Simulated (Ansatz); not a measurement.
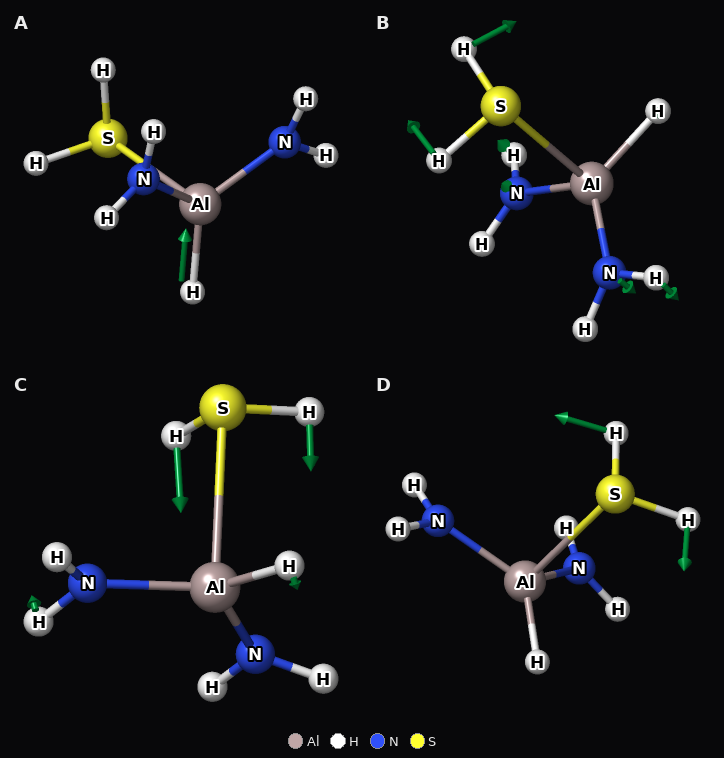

4 normal modes of one molecule or complex, as arrows. Harmonic vibrations computed with RKS PBE0-D4/def2-TZVP (Ansatz 0.2.0) at a stationary point of the same level.

Question: Match the panels to the wavenumbers 72 cm⁻¹, 372 cm⁻¹, 1197 cm⁻¹, 1901 cm⁻¹.

Answer: A: 1901 cm⁻¹, Al–H stretching
B: 72 cm⁻¹
C: 372 cm⁻¹, Al–S–H bending
D: 1197 cm⁻¹, H–S–H bending
